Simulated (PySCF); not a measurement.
**A workflow on B2H4F2 (diborane 1,2-di F)**

Aim: a structure relaxation (wB97/4-31G), then the harmonic vibrations, then a single-point energy (DF-CCSD(T)/jorge-DZP-DKH), then ionisation energies (EOM-CCSD/pcseg-1) of B2H4F2 (diborane 1,2-di F). 

The results are computed with PySCF 2.14.0.

### Step 1. The molecule

B2H4F2 has 8 atoms, charge 0, and is taken as a singlet. All atoms were displaced at random from a relaxed shape. The run starts from this shape.

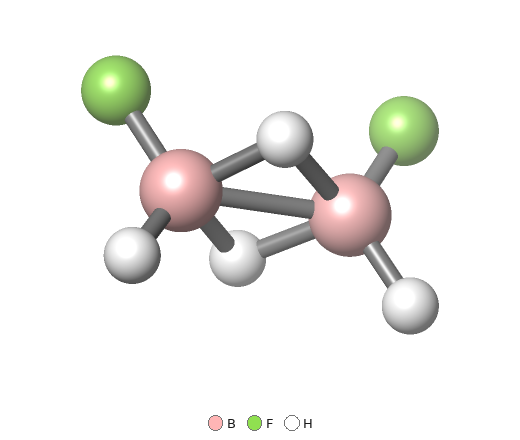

The structure, seen from a chosen angle (boron pink, fluorine green, hydrogen white).

### Step 2. A geometry optimisation at wB97/4-31G (density fitting with def2-universal-jkfit) (run 1)

Contents of input.py:

```python
from pyscf import gto, dft
from pyscf.geomopt.geometric_solver import kernel as optimise

mol = gto.Mole()
mol.atom = '''
B      0.878044     0.194401     0.247355
F      1.533430    -0.847510     0.851819
H      1.421194     1.146170     0.037708
H     -0.206212     0.300402     0.932901
B     -0.913675    -0.086101    -0.249521
F     -1.516215    -1.214283     0.089390
H     -1.526579     0.779345    -0.846511
H      0.256469    -0.293491    -0.897205
'''
mol.verbose = 3
mol.basis = '4-31g'
mol.max_memory = 1860
mol.build()

ks = dft.RKS(mol, xc='wb97')
ks = ks.density_fit(auxbasis='def2-universal-jkfit')
converged, mol_eq = optimise(ks, maxsteps=100)
print('converged:', converged)
print(mol_eq.tostring())

ks.reset(mol_eq)
mol = mol_eq
ks.kernel()
e_tot = ks.e_tot
print('E(%s) = %.9f' % ('WB97', e_tot))
```

Launch:

```bash
$ OMP_NUM_THREADS=1 python input.py
```

What it wrote:

```text
maxiter                   100
[... 43 lines left out ...]
> Convergence Criteria:
[... 29 lines left out ...]
Step    0 : Gradient = 3.782e-02/5.745e-02 (rms/max) Energy = -251.4883512269
[... 73 lines left out ...]
converged SCF energy = -251.503342346334
[... 83 lines left out ...]
converged SCF energy = -251.504360458526
[... 83 lines left out ...]
converged SCF energy = -251.504361305823
[... 74 lines left out ...]
Converged! =D
[... 1 line left out ...]
converged: True
B           0.77752333        0.17912545        0.22695676
F           1.42164031       -0.85708874        0.87390795
H           1.33224008        1.20153232       -0.00279155
[... 4 lines of this table left out ...]
H           0.22335491       -0.17850101       -0.92466500
converged SCF energy = -251.504364773743
E(WB97) = -251.504364774
```

Wall time 55 s (1 thread of Arm Neoverse V2, shared host); peak memory 0.48 GiB.

Steps, from the record of the run:

```csv
step,energy from the first frame kept (eV),largest force (eV/Å)
0,0.0000,2.9541
1,-0.1988,1.8644
2,-0.2791,1.0242
3,-0.4047,0.4803
4,-0.4079,0.7575
5,-0.4300,0.1711
6,-0.4325,0.1355
7,-0.4352,0.0948
8,-0.4356,0.0555
9,-0.4357,0.0315
10,-0.4357,0.0343
11,-0.4356,0.0504
12,-0.4357,0.0395
13,-0.4357,0.0296
14,-0.4357,0.0220
15,-0.4358,0.0163
```

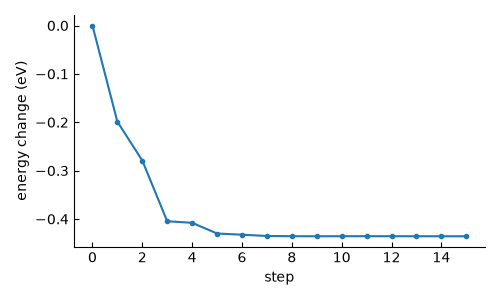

Energy along the run.

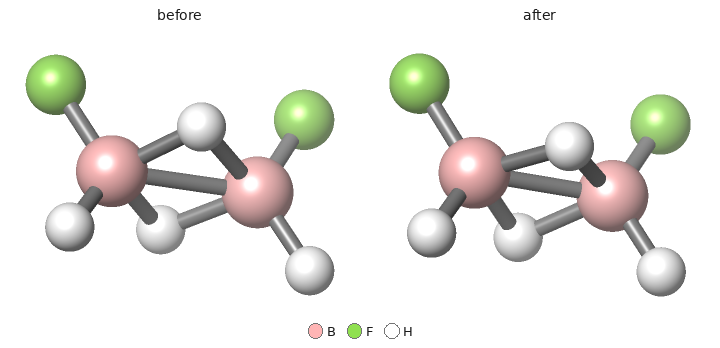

Before and after, at one scale.

After the run. Bond lengths: B1–F2 1.381 Å, B1–B5 1.777 Å, B5–F6 1.381 Å, B1–H3 1.186 Å, H4–B5 1.327 Å, B5–H7 1.186 Å, B1–H8 1.327 Å. Some angles: F2–B1–B5 118.7°, B1–B5–F6 118.9°, F2–B1–H3 121.3°, F2–B1–H8 113.5°, B5–B1–H8 48.0°, H3–B1–B5 120.0°, B1–B5–H4 48.0°, B1–B5–H7 119.8°, F6–B5–H7 121.3°, H4–B5–F6 113.5°.

### Step 3. Vibrational wavenumbers at wB97/4-31G (density fitting with def2-universal-jkfit) (run 2)

Contents of run.py:

```python
from pyscf import gto, dft, symm
from pyscf.hessian import thermo

mol = gto.M(
    atom='''
B    0.841203   0.743154  -0.019631
F    1.486800  -0.292212   0.627481
H    1.394664   1.765989  -0.250605
H   -0.301915   1.094798   0.558431
B   -0.854005   0.524796  -0.505519
F   -1.477025  -0.675849  -0.226536
H   -1.426649   1.401706  -1.061368
H    0.286980   0.384425  -1.171085
''',
    verbose=3,
    max_memory=1860,
    charge=0,
    basis='4-31g',
)

mf = dft.RKS(mol, xc='wb97')
mf = mf.density_fit(auxbasis='def2-universal-jkfit')
mf.kernel()

etot = mf.e_tot
print('Final energy', etot)
hess = mf.Hessian().kernel()
modes = thermo.harmonic_analysis(mol, hess)
thermo.dump_normal_mode(mol, modes)
symm.geom.TOLERANCE = 1e-3  # for the symmetry number
th = thermo.thermo(mf, modes['freq_au'], 350, 101325)
thermo.dump_thermo(mol, th)
```

Launch:

```bash
$ OMP_NUM_THREADS=1 python run.py
```

What it wrote:

```text
converged SCF energy = -251.504365186984
Final energy -251.50436518698382
[... 86 lines left out ...]
Gibbs free energy [Eh] -251.48283
```

Wall time 42 s (1 thread of Arm Neoverse V2, shared host); peak memory 0.65 GiB.

### Step 4. The energy at DF-CCSD(T)/jorge-DZP-DKH (sfX2C, density fitting with cc-pvtz-jkfit) (run 3)

Contents of start.xyz:

```xyz
8
B2F2H4
B      0.777523     0.179125     0.226957
F      1.421640    -0.857089     0.873908
H      1.332240     1.201532    -0.002792
H     -0.365518     0.529689     0.805755
B     -0.917683    -0.039415    -0.258856
F     -1.542196    -1.239600     0.019425
H     -1.489088     0.838685    -0.814150
H      0.223355    -0.178501    -0.924665
```

Contents of calc.py:

```python
from pyscf import gto, cc

mol = gto.Mole()
mol.atom = 'start.xyz'
mol.max_memory = 1860
mol.verbose = 4
mol.basis = 'jorge-dzp-dkh'
mol.build()

myscf = mol.RHF()
myscf = myscf.sfx2c1e()
myscf = myscf.density_fit(auxbasis='cc-pvtz-jkfit')
myscf.kernel()

mycc = cc.CCSD(myscf).density_fit()
mycc.kernel()
e_t = mycc.ccsd_t()
e_final = mycc.e_tot + e_t
print(f'total energy: {e_final:.8f} hartree')
```

Launch:

```bash
$ OMP_NUM_THREADS=1 python calc.py
```

What it wrote:

```text
PySCF version 2.14.0

[... 65 lines left out ...]
converged SCF energy = -250.880695434022
[... 27 lines left out ...]
WARN: Even tempered Gaussians are generated as DF auxbasis for  H B F
[... 1 line left out ...]
Init t2, MP2 energy = -251.500648345432  E_corr(MP2) -0.61995291141022
[... 12 lines left out ...]
RCCSD converged
[... 2 lines left out ...]
total energy: -251.54926104 hartree
```

Wall time 74 s (1 thread of Arm Neoverse V2, shared host); peak memory 0.43 GiB.

### Step 5. Ionisation energies at EOM-CCSD/pcseg-1 (root kind ip) (run 4)

Contents of calc.py:

```python
import numpy
from pyscf import gto, cc

mol = gto.Mole()
mol.atom = [
    ('B', (0.777523, 0.179125, 0.226957)),
    ('F', (1.421640, -0.857089, 0.873908)),
    ('H', (1.332240, 1.201532, -0.002792)),
    ('H', (-0.365518, 0.529689, 0.805755)),
    ('B', (-0.917683, -0.039415, -0.258856)),
    ('F', (-1.542196, -1.239600, 0.019425)),
    ('H', (-1.489088, 0.838685, -0.814150)),
    ('H', (0.223355, -0.178501, -0.924665)),
]
mol.basis = 'pcseg-1'
mol.verbose = 3
mol.max_memory = 1860
mol.build()

myscf = mol.RHF()
myscf.kernel()

mycc = cc.CCSD(myscf)
mycc.kernel()
etot = mycc.e_tot
print('E = %.10f Eh' % etot)

e, vec = mycc.ipccsd(nroots=4)
roots = numpy.atleast_1d(e) * 27.211386
print('EOM-IP-CCSD roots (eV)')
for i, w in enumerate(roots, 1):
    print('%3d %10.4f' % (i, w))
```

Launch:

```bash
$ OMP_NUM_THREADS=1 python calc.py
```

What it wrote:

```text
converged SCF energy = -250.569601380492
E(CCSD) = -251.1693493859483  E_corr = -0.5997480054564982
E = -251.1693493859 Eh
EOM-IP-CCSD roots (eV)
  1    12.9743
  2    13.6421
  3    14.2447
  4    15.7562
```

It took 25 s on 1 thread of Arm Neoverse V2, shared host; peak memory 0.42 GiB.

### Step 6. Summary of results

```
                                                                 quantity             value
                               run 1, wB97/4-31G: total energy at the end     -251.50436 Eh
                                         run 1, wB97/4-31G: dipole moment            2.15 D
                                           run 1, wB97/4-31G: HOMO energy         -12.42 eV
                                           run 1, wB97/4-31G: LUMO energy           2.14 eV
                                         run 1, wB97/4-31G: HOMO–LUMO gap          14.56 eV
                                          run 2, wB97/4-31G: total energy     -251.50437 Eh
                            run 2, wB97/4-31G: lowest harmonic wavenumber          151 cm⁻¹
                           run 2, wB97/4-31G: highest harmonic wavenumber         2762 cm⁻¹
                                     run 2, wB97/4-31G: zero-point energy      140.7 kJ/mol
run 2, wB97/4-31G: ideal-gas entropy at 350 K (symmetry number 2 as used)  69.6 cal/(mol K)
                            run 3, DF-CCSD(T)/jorge-DZP-DKH: total energy     -251.54926 Eh
    run 3, DF-CCSD(T)/jorge-DZP-DKH: dipole moment (Hartree–Fock density)            2.57 D
     run 3, DF-CCSD(T)/jorge-DZP-DKH: HOMO energy (Hartree–Fock orbitals)         -14.03 eV
     run 3, DF-CCSD(T)/jorge-DZP-DKH: LUMO energy (Hartree–Fock orbitals)           3.26 eV
   run 3, DF-CCSD(T)/jorge-DZP-DKH: HOMO–LUMO gap (Hartree–Fock orbitals)          17.29 eV
                      run 3, DF-CCSD(T)/jorge-DZP-DKH: correlation energy        -668.6 mEh
                          run 3, DF-CCSD(T)/jorge-DZP-DKH: (T) correction        -13.94 mEh
                           run 3, DF-CCSD(T)/jorge-DZP-DKH: T1 diagnostic             0.012
               run 4, EOM-CCSD/pcseg-1: ground-state or mean-field energy     -251.16935 Eh
            run 4, EOM-CCSD/pcseg-1: dipole moment (Hartree–Fock density)            2.55 D
             run 4, EOM-CCSD/pcseg-1: HOMO energy (Hartree–Fock orbitals)         -14.14 eV
             run 4, EOM-CCSD/pcseg-1: LUMO energy (Hartree–Fock orbitals)           3.27 eV
           run 4, EOM-CCSD/pcseg-1: HOMO–LUMO gap (Hartree–Fock orbitals)          17.40 eV
                              run 4, EOM-CCSD/pcseg-1: correlation energy        -599.7 mEh
                                   run 4, EOM-CCSD/pcseg-1: T1 diagnostic             0.011
                         run 4, EOM-CCSD/pcseg-1: first ionisation energy          12.97 eV
```

**Reading.** The optimisation (run 1, wB97/4-31G) took 15 steps and changed the energy by -0.436 eV. Mulliken charges (run 1, wB97/4-31G) run from -0.33 on F2 to +0.30 on B5. All 18 modes (run 2, wB97/4-31G) are real, so the shape is a minimum at this level. Mulliken charges (run 2, wB97/4-31G) run from -0.33 on F2 to +0.30 on B5; they depend strongly on the basis. Mulliken charges (run 3, DF-CCSD(T)/jorge-DZP-DKH) of the mean-field density run from -0.26 on F2 to +0.29 on B5. The triples (run 3, DF-CCSD(T)/jorge-DZP-DKH) make up 2.1 % of the correlation energy.
